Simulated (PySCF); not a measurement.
# C₄H₈OPSi (SMILES C=C1O[Si](P)[C@H]1C) (doublet): what the fields show

```tsv
atom	x (Å)	y (Å)	z (Å)
C	-2.3041	-0.9529	-0.3804
C	-1.0372	-0.7874	-0.0554
O	-0.0537	-1.7261	-0.2477
Si	1.2168	-0.8476	0.4590
P	2.7431	-0.4156	-1.1450
C	-0.3117	0.3731	0.5681
C	-0.2257	1.6117	-0.3055
H	-3.0185	-0.1696	-0.2071
H	-2.6523	-1.8607	-0.8386
H	3.6789	0.0788	-0.2500
H	3.2806	-1.6926	-1.1012
H	-0.7028	0.6269	1.5539
H	-1.2126	2.0554	-0.4334
H	0.4303	2.3530	0.1475
H	0.1645	1.3616	-1.2917
```

Geometry: GFN2-xTB.

All numbers below come from UKS B3LYP, pcH-1 on C H O P Si, non-relativistic, mean-field spin-orbit, GIAO (PySCF).

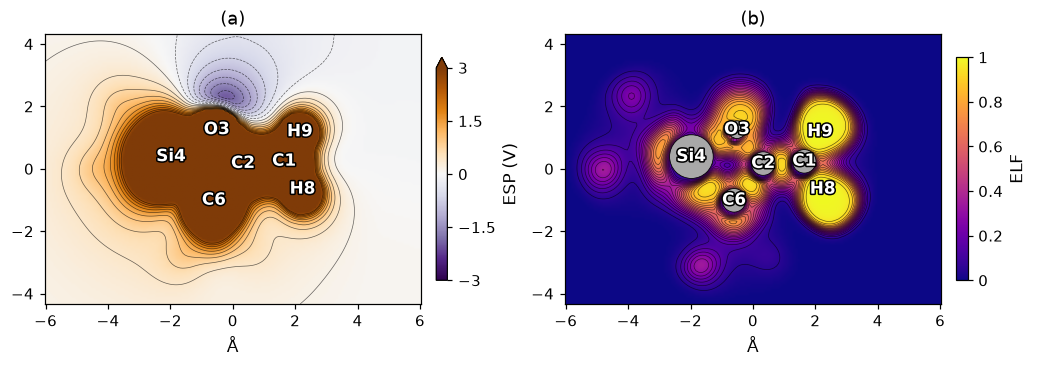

Figure 1. (a) electrostatic potential; (b) ELF on the plane of atoms O3, C2 and C6. Grey discs cover the atomic cores in the ELF map.

Question: Read the bonding off the picture.

Answer:
- The plane passes through C, O, Si and H nuclei.
- C–C (1.32 Å): the ELF peaks at about 0.95 between the atoms: a short, multiple covalent bond.
- C–O (1.37 Å): the ELF peaks at about 0.85 between the atoms; a polar covalent bond.
- Si–O (1.70 Å): the ELF peaks at about 0.85 between the atoms; a polar covalent bond.
- C–Si (1.96 Å): the ELF peaks at about 0.85 between the atoms (localised, covalent bonding).
- C–H (1.07 Å): the ELF climbs to about 1 towards the hydrogen, as it does in any bond to H (a covalent bond by its length).
- The ELF also peaks beside O3, away from the bonds: non-bonding electrons, paired or unpaired.
- Outside the dense part of the molecule the potential is most negative (−2.0 V) near O3.

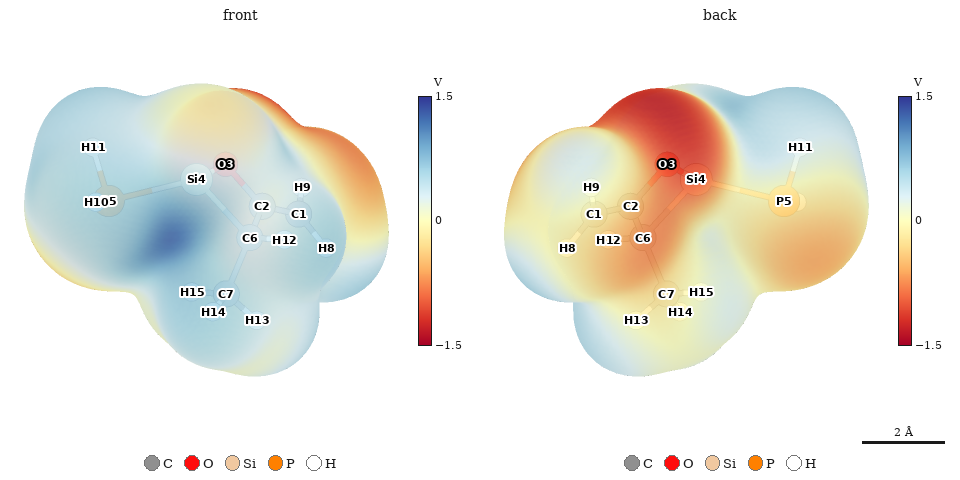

Figure 2. The electrostatic potential painted on the density surface at 0.001 e/bohr³, seen from the front and from behind; the colour scale runs from red (negative) to blue (positive).

Question: Where is the surface potential most negative and most positive?

Answer: The most negative region (about −1.3 V) lies over O3, the most positive (about +1.2 V) over Si4. O3 is the likeliest acceptor of a hydrogen bond.
